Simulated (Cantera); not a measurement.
A closed system holds: 1 mol BCl3, a varied amount of H2O, at 775 K and 0.0740 bar.

These are equilibrium values from Cantera (NASA tables, ideal gas, pure condensed phases), not measurements of a reactor. Candidate condensed phases: B, B2O3, B3O3H3, H2O; 33 gas species. Gases not in the tables: H3BO3. The numbers say what is thermodynamically allowed, not how fast it happens.

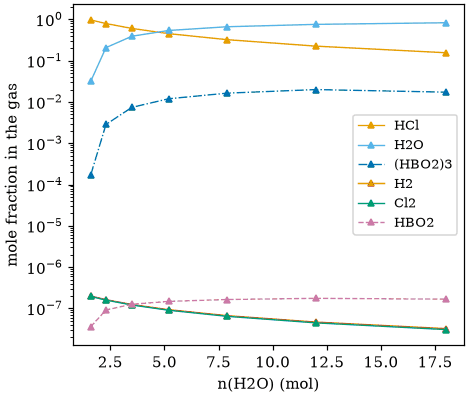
Equilibrium gas composition (values under 1e-9 drawn at 1e-9)

Question: Read off the mole fractions at 12 mol H2O.

Answer: H2O about 0.76, HCl about 0.22, (HBO2)3 about 0.020, HBO2 about 1.8e-7, H2 about 4.7e-8, Cl2 about 4.5e-8.
